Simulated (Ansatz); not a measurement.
# CH5AlO (SMILES [CH3][AlH][OH]): wB97X/aug-cc-pVDZ

What is the electronic atomisation energy of CH5AlO at wB97X/aug-cc-pVDZ? 

The results are computed with Ansatz 0.2.0.

42 further runs of the same task are left out: 42 set aside as unsound or not needed.

**1. The molecule**

CH5AlO has 8 atoms, charge 0, and is taken as a singlet. SMILES: `[CH3][AlH][OH]`. The coordinates come from a PBE0-D4/def2-TZVP relaxation. This is one conformer, not always the lowest.

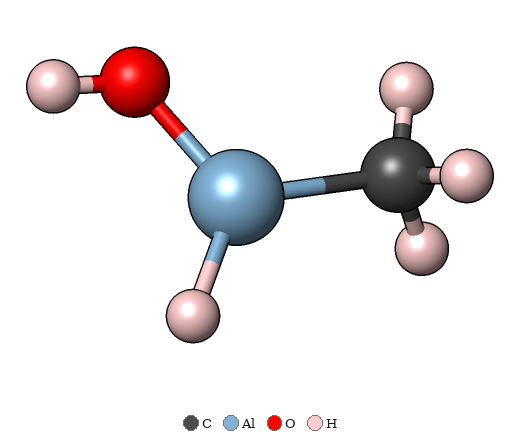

Viewed from a chosen angle; carbon dark grey, aluminium light blue, oxygen red, hydrogen pink.

**2. A single-point energy at wB97X/aug-cc-pVDZ**

molecule.yaml

```yaml
crystal:
  periodic: [false, false, false]
  atoms:
    - {symbol: C, position_ang: [-0.777900, 0.982200, -0.070900]}
    - {symbol: Al, position_ang: [0.579700, -0.394200, -0.239900]}
    - {symbol: O, position_ang: [0.544600, -1.676400, 0.876800]}
    - {symbol: H, position_ang: [-0.325100, 1.954500, 0.149300]}
    - {symbol: H, position_ang: [-1.491400, 0.755400, 0.724300]}
    - {symbol: H, position_ang: [-1.335700, 1.105000, -1.004800]}
    - {symbol: H, position_ang: [1.716800, -0.394500, -1.350200]}
    - {symbol: H, position_ang: [1.181200, -2.389100, 0.859500]}
basis:
  gaussian:
    orbitals: aug-cc-pVDZ
hamiltonian:
  xc: {name: wB97X}
accuracy: high
output: {orbitals: {seedname: orbitals}}
```

Launch:

```sh
$ ansatz run molecule.yaml --threads 1 --pin off --max-ram 3480MiB --events-out events.jsonl --progress --plain --runs-dir runs
```

The program printed:

```text
Warning: RAYON_NUM_THREADS=1 ignored (pool sized by the plan → 1); use --threads N
Functional definition: wB97X
  name "wB97X"
  parameter omega = 0.3/bohr
  parameter cx = 0.157706
  parameter cx1 = 0.726479
  parameter cx2 = 1.04760
  parameter cx3 = -5.70635
  parameter cx4 = 13.2794
  parameter css1 = -4.33879
  parameter css2 = 18.2308
  parameter css3 = -31.7430
  parameter css4 = 17.2901
  parameter cos1 = 2.37031
  parameter cos2 = -11.3995
  parameter cos3 = 6.58405
  parameter cos4 = -3.78132
  exchange = spin_sum(e_x_unif_sr(omega)*poly(b97_u_x, 1 - cx, cx1, cx2, cx3, cx4)) + cx*exact_x_sr(omega)
      + exact_x_lr(omega)
  correlation = spin_sum(e_c_pw_same_spin*poly(b97_u_same, 1, css1, css2, css3, css4))
      + integral(e_c_pw_opposite_spin*poly(b97_u_opposite, 1, cos1, cos2, cos3, cos4))
2328 factors; integrals over basis functions are off by at most 3.4e-9 eV
571 factors; integrals over basis functions are off by at most 1.4e-9 eV
mean field evaluation 1: about -9755.1946 eV, gradient 6.4e1 eV
mean field evaluation 2: about -9754.0540 eV, gradient 7.1e1 eV
mean field evaluation 4: about -9763.3383 eV, gradient 2.1e0 eV
mean field evaluation 8: about -9763.3523 eV, gradient 3.8e-2 eV
mean field evaluation 16: about -9763.3523 eV, gradient 1.7e-5 eV
mean field -9763.35226357 eV, -358.7965778484 hartree, gradient 2.3e-8 eV, S^2 0.000000; 0 other end points of the search recorded, 0 dependent functions left out
reference -9763.35225319 eV, -358.7965774670 hartree; 16, 16 occupied and 102, 102 virtual orbitals, 2328 factors
Total energy: -9763.35225319 eV, -358.7965774670 hartree
```

Wall time 37 s (1 thread of Arm Neoverse V2, shared host); peak memory 0.66 GiB.

**3. The Al atom, same level**

molecule.yaml

```yaml
crystal:
  periodic: [false, false, false]
  atoms:
    - symbol: Al
      position_ang: [0.000000, 0.000000, 0.000000]
basis:
  gaussian: {orbitals: aug-cc-pVDZ}
magnetization: {spin_polarized: true, initial_magnetization: 1}
hamiltonian: {xc: {name: wB97X}}
accuracy: high
```

Run the same way, it converges to -242.34858 Eh (log not shown).

**4. The C atom at the same level**

run.yaml

```yaml
crystal:
  periodic: [false, false, false]
  atoms:
    - {symbol: C, position_ang: [0.000000, 0.000000, 0.000000]}
basis:
  gaussian:
    orbitals: aug-cc-pVDZ
magnetization:
  spin_polarized: true
  initial_magnetization: 2
hamiltonian:
  xc: {name: wB97X}
accuracy: high
```

Run the same way, it converges to -37.84121 Eh (log not shown).

**5. The H atom, same level**

molecule.yaml

```yaml
crystal:
  periodic: [false, false, false]
  atoms:
    - {symbol: H, position_ang: [0.000000, 0.000000, 0.000000]}
basis:
  gaussian:
    orbitals: aug-cc-pVDZ
magnetization:
  spin_polarized: true
  initial_magnetization: 1
hamiltonian:
  xc: {name: wB97X}
accuracy: high
```

Run the same way, it converges to -0.50101 Eh (log not shown).

**6. The O atom at the same level**

job.yaml

```yaml
crystal:
  periodic: [false, false, false]
  atoms:
    - symbol: O
      position_ang: [0.000000, 0.000000, 0.000000]
basis:
  gaussian: {orbitals: aug-cc-pVDZ}
magnetization: {spin_polarized: true, initial_magnetization: 2}
accuracy: high
hamiltonian: {xc: {name: wB97X}}
```

Run the same way, it converges to -75.05760 Eh (log not shown).

**7. Results**

Level: wB97X/aug-cc-pVDZ.

| quantity | value |
| --- | --- |
| molecule: total energy | -358.79658 Eh |
| molecule: HOMO energy | -10.43 eV |
| molecule: LUMO energy | 0.89 eV |
| molecule: HOMO–LUMO gap | 11.32 eV |
| Al atom: total energy | -242.34858 Eh |
| Al atom: ⟨S²⟩ | 0.755 |
| C atom: total energy | -37.84121 Eh |
| C atom: ⟨S²⟩ | 2.005 |
| H atom: total energy | -0.50101 Eh |
| H atom: ⟨S²⟩ | 0.750 |
| O atom: total energy | -75.05760 Eh |
| O atom: ⟨S²⟩ | 2.005 |
| electronic atomisation energy | 28.412 eV |

What this shows: Taking the molecule apart into free atoms costs 28.41 eV (655 kcal/mol), before zero-point energy and without spin-orbit coupling.
